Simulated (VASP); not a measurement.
Band structure of Cs2SnI6 (space group Fm-3m). Method: PBEsol GGA, VASP's PBE PAW potentials (set 64) (plane waves; VASP 6.6.1).

Unless said otherwise, spin-orbit coupling is left out, though it shifts the bands of the heavy elements here.

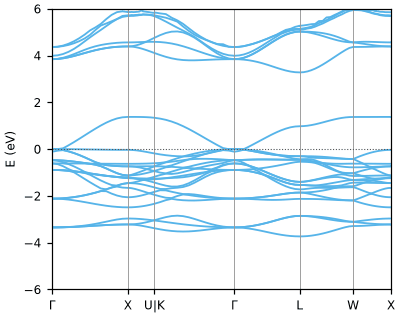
*Bands along high-symmetry lines, zero at the valence-band maximum or, without a gap, the Fermi level*

Read the plot: is there a gap, and where are the band edges?

It has no gap at this level: it comes out as a metal or semimetal. (Edges off the drawn lines would not show.)

The structure comes from a computed database's Cs2SnI6 entry (Fm-3m); how it stands against other phases isn't given here. It was relaxed first, which changed the volume by -6 %.
